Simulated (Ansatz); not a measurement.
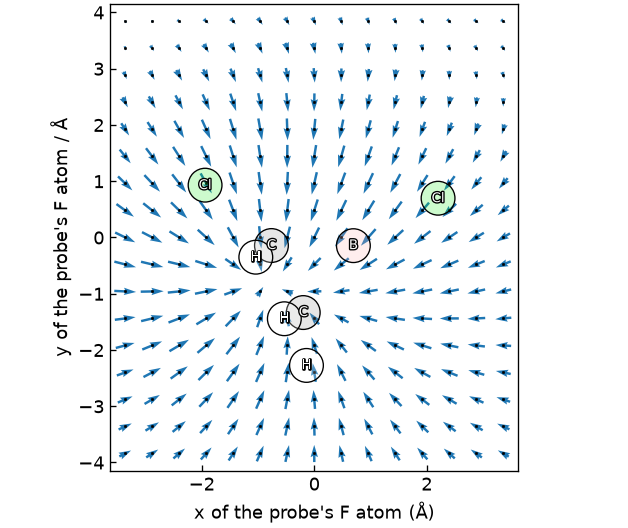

C₂H₃BCl₂ (SMILES ClB1CC1Cl) with the probe HF. The probe is moved over a plane parallel to the molecule's main plane, 4.26 Å above it. First axis: x of the probe's F atom. Second axis: y of the probe's F atom. Nothing is relaxed (molecule and probe rigid, the probe upright with F nearest the plane). Grid: 15 × 17 points. These are results of Ansatz 0.2.0, RHF/def2-SVPD, not measurements.

Drawn: dots at the grid points, arrows along the force (downhill), their lengths compressed, labelled circles for the molecule's atoms, projected on the plane.

The arrows alone are given. Where is the energy lowest?

The arrows converge at about x of the probe's F atom = −0.85 Å, y of the probe's F atom = −0.83 Å (read from the interpolated surface).

The energy map of the same scan:

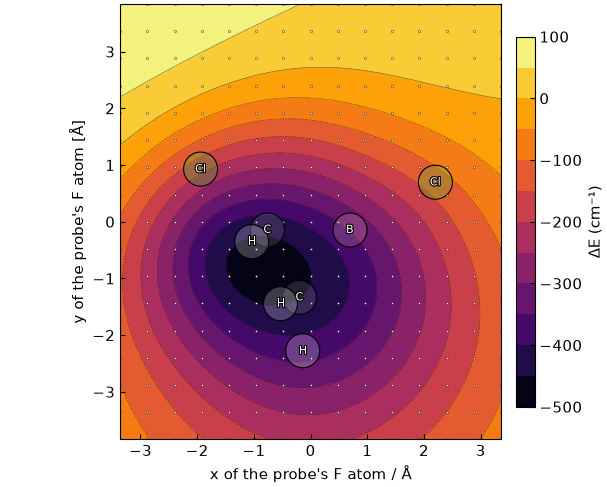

Energies are in cm⁻¹, from molecule and probe far apart, each relaxed in its own basis (no counterpoise correction); between grid points the surface is interpolated.
